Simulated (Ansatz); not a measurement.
SiH3F3: nudged elastic band

SiH3F3, computed with RKS CAM-B3LYP-D4/cc-pVDZ (Ansatz 0.2.0).

It belongs to a series of runs on one base structure; here: band between the two ends. Figures and captions count atoms from 1; the log counts them from 0 in places.

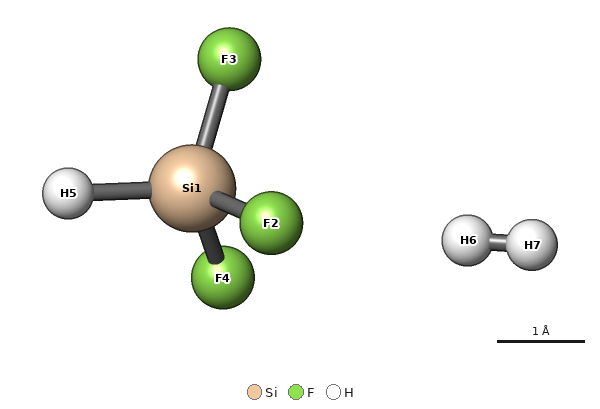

The starting structure (ball-and-stick view, seen at a tilt; atoms are numbered from 1 in the order of the input).

## Input
```yaml
crystal:
  periodic: [false, false, false]
  atoms:
    - { symbol: Si, position_ang: [0.020662, 1.105746, -0.499413] }
    - { symbol: F, position_ang: [0.696612, -0.247036, 0.083451] }
    - { symbol: F, position_ang: [-1.017261, 0.678951, -1.662716] }
    - { symbol: F, position_ang: [-0.823049, 1.792211, 0.696188] }
    - { symbol: H, position_ang: [1.049291, 2.016927, -1.014088] }
    - { symbol: H, position_ang: [0.146201, -2.340629, 1.045249] }
    - { symbol: H, position_ang: [-0.072456, -3.006171, 1.35133] }
basis:
  gaussian: { orbitals: cc-pVDZ }
hamiltonian:
  xc: cam_b3lyp
  dispersion: d4
neb:
  order_check: false
  images: 5
  f_tol: 0.03
  max_iterations: 60
  final_atoms:
    - { symbol: Si, position_ang: [-0.29876979, 0.16361164, -0.63743564] }
    - { symbol: F, position_ang: [1.28985994, -0.8016536, 1.32210319] }
    - { symbol: F, position_ang: [-1.41543, 0.87277941, -1.59419203] }
    - { symbol: F, position_ang: [-0.75138908, 0.58013495, 0.90242421] }
    - { symbol: H, position_ang: [1.00299105, 0.78875809, -0.93775077] }
    - { symbol: H, position_ang: [0.61464523, -0.30803007, 1.74252134] }
    - { symbol: H, position_ang: [-0.44190735, -1.29560142, -0.7976693] }
  initial_path:
    images:
      - { positions_ang: [[0.020662, 1.105746, -0.499413], [0.696612, -0.247036, 0.083451], [-1.017261, 0.678951, -1.662716], [-0.823049, 1.792211, 0.696188], [1.049291, 2.016927, -1.014088], [0.146201, -2.340629, 1.045249], [-0.072456, -3.006171, 1.35133]] }
      - { positions_ang: [[-0.01835707, 0.87085106, -0.44294563], [0.86356597, -0.27823712, 0.3897211], [-1.09570752, 0.57274383, -1.5884962], [-0.83073221, 1.56766881, 0.75100668], [1.03229929, 1.69146558, -1.00435841], [0.22518006, -1.95859013, 0.94273834], [-0.17624852, -2.46590303, 0.95233512]] }
      - { positions_ang: [[-0.05737613, 0.63595611, -0.38647827], [1.03051994, -0.30943823, 0.69599121], [-1.17415405, 0.46653667, -1.51427641], [-0.83841542, 1.34312662, 0.80582536], [1.01530757, 1.36600415, -0.99462882], [0.30415913, -1.57655126, 0.84022768], [-0.28004104, -1.92563506, 0.55334025]] }
      - { positions_ang: [[-0.0963952, 0.40106117, -0.3300109], [1.1974739, -0.34063935, 1.00226131], [-1.25260057, 0.3603295, -1.44005661], [-0.84609863, 1.11858443, 0.86064404], [0.99831586, 1.04054273, -0.98489923], [0.38313819, -1.19451239, 0.73771702], [-0.38383355, -1.38536709, 0.15434537]] }
      - { positions_ang: [[-0.1638534, 0.32191132, -0.43248582], [1.22826925, -0.49431076, 1.10887527], [-1.30687705, 0.53114614, -1.49143508], [-0.81452878, 0.93910127, 0.87457076], [0.99987426, 0.95661451, -0.96918308], [0.4603072, -0.89901828, 1.0726518], [-0.40319149, -1.3554452, -0.16299285]] }
      - { positions_ang: [[-0.23131159, 0.24276148, -0.53496073], [1.25906459, -0.64798218, 1.21548923], [-1.36115353, 0.70196278, -1.54281355], [-0.78295893, 0.75961811, 0.88849749], [1.00143265, 0.8726863, -0.95346692], [0.53747622, -0.60352418, 1.40758657], [-0.42254942, -1.32552331, -0.48033108]] }
      - { positions_ang: [[-0.29876979, 0.16361164, -0.63743564], [1.28985994, -0.8016536, 1.32210319], [-1.41543, 0.87277941, -1.59419203], [-0.75138908, 0.58013495, 0.90242421], [1.00299105, 0.78875809, -0.93775077], [0.61464523, -0.30803007, 1.74252134], [-0.44190735, -1.29560142, -0.7976693]] }
```

Run as:
```bash
ansatz run input.yaml --threads 2 --pin off --max-ram 3072MiB --backend cpu --events-out ev --progress --plain --runs-dir out
```

## Log
```
Engine: ansatz 0.2.0, aarch64-unknown-linux-gnu
Functional definition: CAM-B3LYP
  parameter alpha = 0.19
  parameter beta = 0.46
  parameter omega = 0.33/bohr
  parameter ac = 0.81
  exchange = (1 - alpha - beta)*b88_x + beta*b88_x_sr(omega) + alpha*exact_x + beta*exact_x_lr(omega)
  correlation = (1 - ac)*vwn5_c + ac*lyp_c
769 factors; integrals over basis functions are off by at most 2.7e-4 eV
228 factors; integrals over basis functions are off by at most 1.5e-5 eV
mean field evaluation 1: about -16075.8612 eV, gradient 4.7e1 eV
mean field evaluation 2: about -16074.1324 eV, gradient 6.0e1 eV
mean field evaluation 4: about -16079.2738 eV, gradient 2.5e-1 eV
mean field evaluation 8: about -16079.2940 eV, gradient 4.9e-3 eV
mean field -16079.29402378 eV, -590.9031564370 hartree, gradient 6.0e-5 eV, S^2 0.000000; 0 other end points of the search recorded, 0 dependent functions left out
the calculation of the forces begins
reference -16079.29413413 eV, -590.9031604922 hartree; 22, 22 occupied and 53, 53 virtual orbitals, 769 factors
771 factors; integrals over basis functions are off by at most 8.4e-4 eV
228 factors; integrals over basis functions are off by at most 1.3e-6 eV
mean field evaluation 16: about -16078.3468 eV, gradient 1.5e0 eV
mean field -16078.36673604 eV, -590.8690792412 hartree, gradient 7.1e-5 eV, S^2 0.000000; 0 other end points of the search recorded, 0 dependent functions left out
[... from here on the field's lines of each further geometry are left out, up to the last ...]
NEB iter   1: max|band force component| = 2.062e1 eV/Å  barrier→ = 2.8990 eV  barrier← = 1.9748 eV  Δτ_max = 0.2000 Å  (166 SCF iters)
NEB iter   2: max|band force component| = 2.100e0 eV/Å  barrier→ = 2.4793 eV  barrier← = 1.5551 eV  Δτ_max = 0.2000 Å  (143 SCF iters)
NEB iter   3: max|band force component| = 2.107e0 eV/Å  barrier→ = 2.0011 eV  barrier← = 1.0769 eV  Δτ_max = 0.1003 Å  (139 SCF iters)
NEB iter   4: max|band force component| = 2.865e0 eV/Å  barrier→ = 1.6811 eV  barrier← = 0.7568 eV  Δτ_max = 0.0501 Å  (128 SCF iters)
NEB iter   5: max|band force component| = 1.630e0 eV/Å  barrier→ = 1.6148 eV  barrier← = 0.6906 eV  Δτ_max = 0.0507 Å  (123 SCF iters)
NEB iter   6: max|band force component| = 8.898e-1 eV/Å  barrier→ = 1.5486 eV  barrier← = 0.6244 eV  Δτ_max = 0.0999 Å  (124 SCF iters)
NEB iter   7: max|band force component| = 5.307e-1 eV/Å  barrier→ = 1.5050 eV  barrier← = 0.5808 eV  CI = image 4  Δτ_max = 0.2000 Å  (123 SCF iters)
NEB iter   8: max|band force component| = 1.305e0 eV/Å  barrier→ = 1.7191 eV  barrier← = 0.7949 eV  CI = image 4  Δτ_max = 0.1001 Å  (130 SCF iters)
NEB iter   9: max|band force component| = 1.510e0 eV/Å  barrier→ = 1.8641 eV  barrier← = 0.9399 eV  CI = image 4  Δτ_max = 0.2000 Å  (127 SCF iters)
NEB iter  10: max|band force component| = 1.211e0 eV/Å  barrier→ = 2.2042 eV  barrier← = 1.2800 eV  CI = image 4  Δτ_max = 0.2000 Å  (127 SCF iters)
NEB iter  11: max|band force component| = 5.335e-1 eV/Å  barrier→ = 2.3013 eV  barrier← = 1.3770 eV  CI = image 4  Δτ_max = 0.1362 Å  (127 SCF iters)
NEB iter  12: max|band force component| = 3.114e-1 eV/Å  barrier→ = 2.2666 eV  barrier← = 1.3424 eV  CI = image 4  Δτ_max = 0.0467 Å  (124 SCF iters)
NEB iter  13: max|band force component| = 1.915e-1 eV/Å  barrier→ = 2.2608 eV  barrier← = 1.3366 eV  CI = image 4  Δτ_max = 0.0358 Å  (122 SCF iters)
NEB iter  14: max|band force component| = 9.803e-2 eV/Å  barrier→ = 2.2576 eV  barrier← = 1.3334 eV  CI = image 4  Δτ_max = 0.0212 Å  (118 SCF iters)
the calculation of the forces begins
reference -16078.17595561 eV, -590.8620681898 hartree; 22, 22 occupied and 53, 53 virtual orbitals, 772 factors
769 factors; integrals over basis functions are off by at most 1.2e-3 eV
228 factors; integrals over basis functions are off by at most 9.5e-7 eV
mean field -16077.03234105 eV, -590.8200411298 hartree, gradient 9.2e-6 eV, S^2 0.000000; 1 other end points of the search recorded, 0 dependent functions left out
the calculation of the forces begins
reference -16077.03243573 eV, -590.8200446090 hartree; 22, 22 occupied and 53, 53 virtual orbitals, 769 factors
NEB iter  15: max|band force component| = 2.753e-2 eV/Å  barrier→ = 2.2568 eV  barrier← = 1.3326 eV  CI = image 4  Δτ_max = 0.0000 Å  (238 SCF iters)
```

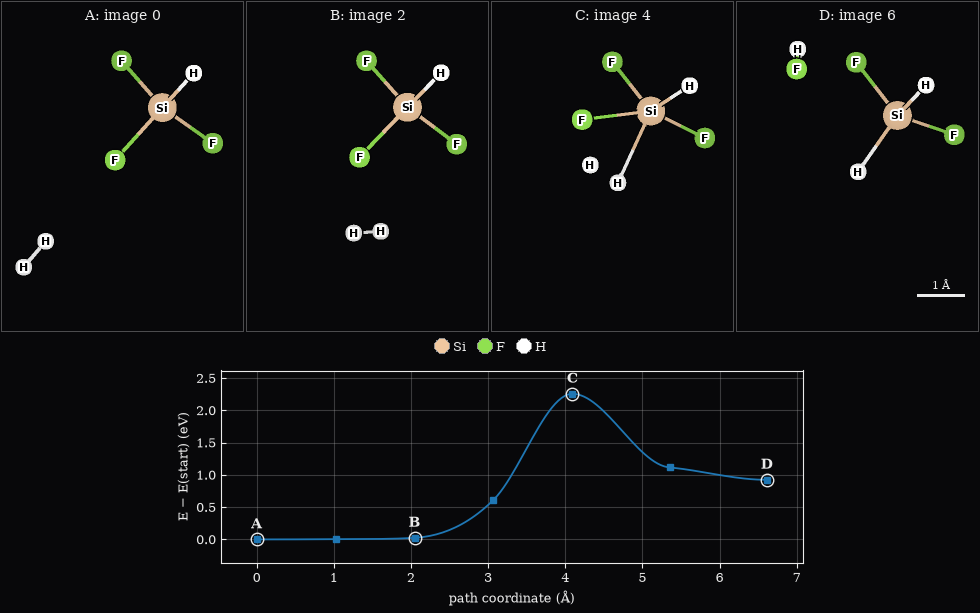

Images of the last band (counted from 0; ball-and-stick, seen at a tilt) above the energy along the path; the line is a cubic interpolation that uses the forces. The highest image is number 4, 2.257 eV above the start and 1.333 eV above the end (the climbing image); the end lies 0.924 eV above the start. The path is 6.61 Å long. The band converged in 15 iterations.

```
Total energy: -16077.10844829 eV, -590.8228380190 hartree
Atom 0 at    -0.071234     0.355030    -0.230800 Å, force     0.015977    -0.015438     0.016529 eV/Å
Atom 1 at     1.140515    -0.353966     1.043141 Å, force    -0.024512    -0.003719    -0.004142 eV/Å
Atom 2 at    -1.182521     0.236679    -1.435133 Å, force    -0.002230     0.001487     0.005897 eV/Å
Atom 3 at    -0.867401     1.196353     0.905478 Å, force     0.000724     0.007023    -0.004797 eV/Å
Atom 4 at     1.040460     1.012843    -0.931278 Å, force    -0.003678    -0.003207     0.000470 eV/Å
Atom 5 at     0.343324    -1.160392     0.638505 Å, force     0.026748     0.022238    -0.003256 eV/Å
Atom 6 at    -0.403142    -1.286548     0.010088 Å, force    -0.013028    -0.008385    -0.010700 eV/Å
Dipole moment:     0.222243    -0.293958    -0.075673 e Å
this run last wrote the band of iteration 15 to [file]
```

## The last band as extended XYZ (Å, eV, eV/Å)
```
7
Properties=species:S:1:pos:R:3:forces:R:3 image=0 energy=-16079.36520
Si    0.0207    1.1057   -0.4994    0.0063  -0.0067   0.0005
F     0.6966   -0.2470    0.0835   -0.0098   0.0126  -0.0053
F    -1.0173    0.6790   -1.6627    0.0053   0.0006   0.0042
F    -0.8230    1.7922    0.6962    0.0032  -0.0022  -0.0018
H     1.0493    2.0169   -1.0141   -0.0057  -0.0050   0.0027
H     0.1462   -2.3406    1.0452   -0.0039  -0.0101   0.0046
H    -0.0725   -3.0062    1.3513    0.0047   0.0108  -0.0049
7
Properties=species:S:1:pos:R:3:forces:R:3 image=1 energy=-16079.36089
Si    0.0898    1.0227   -0.3929    0.0011  -0.0013  -0.0013
F     1.0450   -0.0420    0.3683   -0.0030   0.0010   0.0004
F    -0.9104    0.1921   -1.3526   -0.0016   0.0041  -0.0013
F    -0.8002    1.7764    0.7265   -0.0005   0.0029  -0.0003
H     0.8929    1.9779   -1.1642    0.0017   0.0006  -0.0002
H     0.0764   -2.1652    0.8667    0.0006  -0.0014  -0.0002
H    -0.3935   -2.7619    0.9483    0.0017  -0.0059   0.0029
7
Properties=species:S:1:pos:R:3:forces:R:3 image=2 energy=-16079.34075
Si    0.1657    0.8689   -0.2951    0.0156   0.0252  -0.0020
F     1.2882   -0.0050    0.4764    0.0090   0.0004  -0.0224
F    -0.7765   -0.1163   -1.1659    0.0167  -0.0016   0.0027
F    -0.7606    1.5711    0.8290   -0.0035   0.0187  -0.0136
H     0.8082    1.8572   -1.1671   -0.0068   0.0441  -0.0005
H    -0.0568   -2.0461    0.8856   -0.0153  -0.0447   0.0165
H    -0.6681   -2.1298    0.4372   -0.0158  -0.0421   0.0194
7
Properties=species:S:1:pos:R:3:forces:R:3 image=3 energy=-16078.75285
Si    0.1151    0.6352   -0.1894    0.2621   0.3353   0.0402
F     1.2008   -0.1434    0.7645    0.0203   0.2491  -0.2717
F    -0.9764   -0.0204   -1.2089    0.3022  -0.2611   0.2194
F    -0.8142    1.3964    0.8931    0.0113   0.2114  -0.0229
H     0.9995    1.3827   -1.0715   -0.0014   0.4693  -0.0876
H     0.0354   -1.5865    0.6415   -0.4318  -0.5454  -0.0321
H    -0.5601   -1.6640    0.1707   -0.1628  -0.4586   0.1547
7
Properties=species:S:1:pos:R:3:forces:R:3 image=4 energy=-16077.10835
Si   -0.0712    0.3550   -0.2308    0.0160  -0.0154   0.0165
F     1.1405   -0.3540    1.0431   -0.0245  -0.0037  -0.0041
F    -1.1825    0.2367   -1.4351   -0.0022   0.0015   0.0059
F    -0.8674    1.1964    0.9055    0.0007   0.0070  -0.0048
H     1.0405    1.0128   -0.9313   -0.0037  -0.0032   0.0005
H     0.3433   -1.1604    0.6385    0.0267   0.0222  -0.0033
H    -0.4031   -1.2865    0.0101   -0.0130  -0.0084  -0.0107
7
Properties=species:S:1:pos:R:3:forces:R:3 image=5 energy=-16078.24976
Si   -0.3188    0.3061   -0.5346   -0.0349  -0.0123  -0.0345
F     1.3182   -0.5244    1.2578    0.0292  -0.0223   0.0253
F    -1.3832    0.6349   -1.7300   -0.0317   0.0550  -0.0363
F    -0.8905    1.0719    0.7889    0.0002  -0.0180  -0.0105
H     0.9782    0.8716   -0.9504   -0.0107  -0.0145  -0.0029
H     0.7263   -1.2030    1.4881    0.0528  -0.0070   0.1081
H    -0.4302   -1.1572   -0.3198   -0.0049   0.0191  -0.0493
7
Properties=species:S:1:pos:R:3:forces:R:3 image=6 energy=-16078.44098
Si   -0.2988    0.1636   -0.6374    0.0023  -0.0028   0.0082
F     1.2899   -0.8017    1.3221   -0.0070   0.0037   0.0056
F    -1.4154    0.8728   -1.5942    0.0013   0.0008   0.0033
F    -0.7514    0.5801    0.9024    0.0006   0.0000  -0.0090
H     1.0030    0.7888   -0.9378   -0.0032   0.0017  -0.0013
H     0.6146   -0.3080    1.7425    0.0065  -0.0039  -0.0058
H    -0.4419   -1.2956   -0.7977   -0.0006   0.0004  -0.0011
```

## Key numbers

| quantity | value |
| --- | --- |
| outcome | converged |
| barrier, forward | 2.257 eV |
| barrier, backward | 1.333 eV |
| hardware | 2 threads of Arm Neoverse V1, 24 GiB of memory available, shared host |
| wall time | 1.8 min (CPU time 3.4 min) |
| peak memory | 0.19 GiB |

## Notes

The order of the saddle point was not checked.
